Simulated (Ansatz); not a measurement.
Response to strain in Al

Take Al in the fcc (Cu type) structure (space group Fm-3m, No. 225; a = 3.994 Å; relaxed with 0.1 eV smearing) as the base. Axes: x, y, z lie along the cube axes.

Strains are applied to the cell and any free atomic positions relax; under biaxial strain the out-of-plane vector relaxes too.

The values are results of r2SCAN (Ansatz, an electronic-structure program; PAW; 500 eV plane waves; no spin-orbit coupling), not measurements.

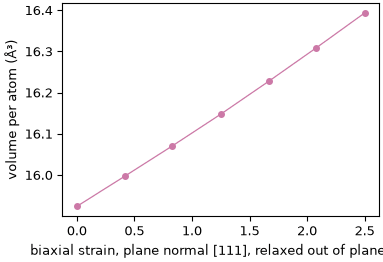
*Volume per atom against biaxial strain, plane normal [111], relaxed out of plane*

Q: From the plot, what is the volume per atom for biaxial strain +0.42 %, plane normal [111], relaxed out of plane?

A: About 16.00 Å³.

Q: Is the trend monotonic over the range shown?

A: Yes, it rises throughout, spanning 15.92 Å³ to 16.39 Å³.

No phonon test of stability was made.
